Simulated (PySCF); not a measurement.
**C4H9NOSi: density, localisation and related maps**

The calculation's input:

```
{"job": {"kind": "uv", "xc": "CAM-B3LYP", "basis": "def2-SVPD", "nstates": 8, "ntriplets": 3}, "charge": 0, "multiplicity": 1}
N     -1.816272     0.949321     0.414072
C     -1.980987    -0.087932    -0.436505
O     -3.066386    -0.490896    -0.779429
C     -0.658367    -0.687375    -0.915143
C      0.104858    -1.232711     0.246751
C      1.219573    -0.710142     0.747130
Si     2.162928     0.785650     0.098588
H     -2.628397     1.394623     0.806716
H     -0.903436     1.239166     0.716835
H     -0.895327    -1.484400    -1.621760
H     -0.084906     0.089831    -1.422567
H     -0.342072    -2.110821     0.700913
H      1.651865    -1.208058     1.607058
H      2.496016     0.623428    -1.317885
H      1.350324     2.004556     0.252523
H      3.382987     0.934703     0.891294
```

Run with:

```sh
OMP_NUM_THREADS=1 python probes_run.py task.json out
```

Geometry: GFN2-xTB.

The calculation used CAM-B3LYP/def2-SVPD, SCF density, gas phase (PySCF).

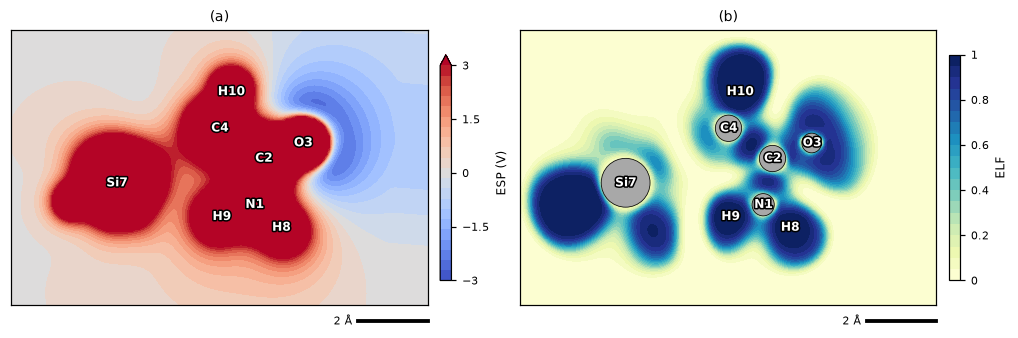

Figure 1. (a) electrostatic potential; (b) electron localisation function on the plane of atoms N1, C2 and O3. Grey discs cover the atomic cores in the ELF map.

> Describe what can be read from this map.

- The plane passes through N, C, O, Si and H nuclei.
- C–O (1.21 Å): the ELF peaks at about 0.85 between the atoms: a short, multiple covalent bond.
- C–N (1.35 Å): the ELF peaks at about 0.95 between the atoms (a covalent bond).
- N–H (1.00 Å): the ELF climbs to about 1 towards the hydrogen, as it does in any bond to H; a covalent bond by its length.
- C–H (1.09 Å): the ELF climbs to about 1 towards the hydrogen: an ordinary covalent bond to hydrogen.
- The ELF also peaks beside O3, away from the bonds: lone-pair regions.
- Outside the dense part of the molecule the potential is most negative (−2.5 V) near O3.

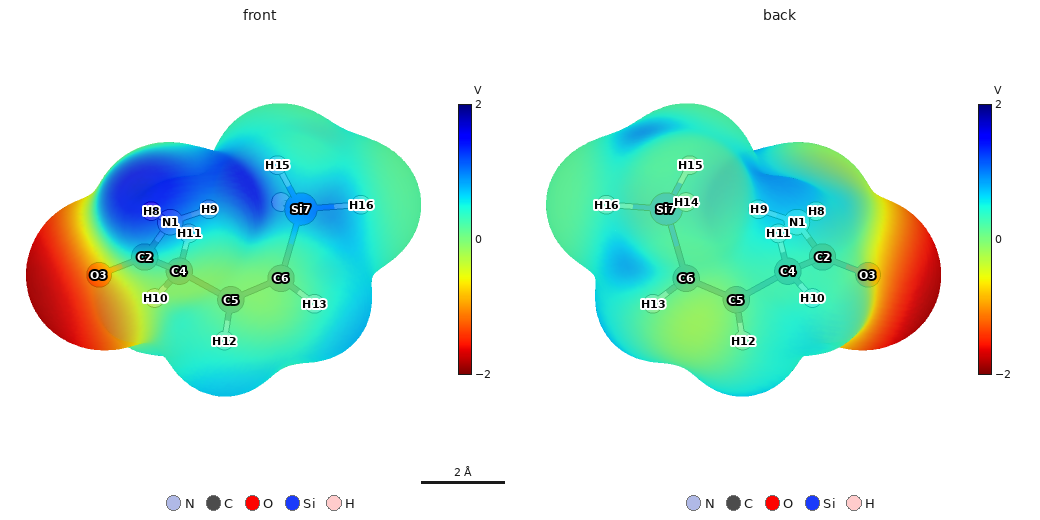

Figure 2. The molecular electrostatic potential painted on the density surface at 0.001 e/bohr³, seen from the front and from behind; the colour scale runs from red (negative) to blue (positive).

> Which sites attract a positive test charge, and which a negative one?

A positive charge is drawn to the negative regions and a negative charge to the positive ones. The most negative region (about −1.8 V) lies over O3, the most positive (about +1.6 V) over H8 and H9. O3 is the likeliest acceptor of a hydrogen bond.

> What dipole moment does the calculation give?

Its dipole moment is 3.49 D.
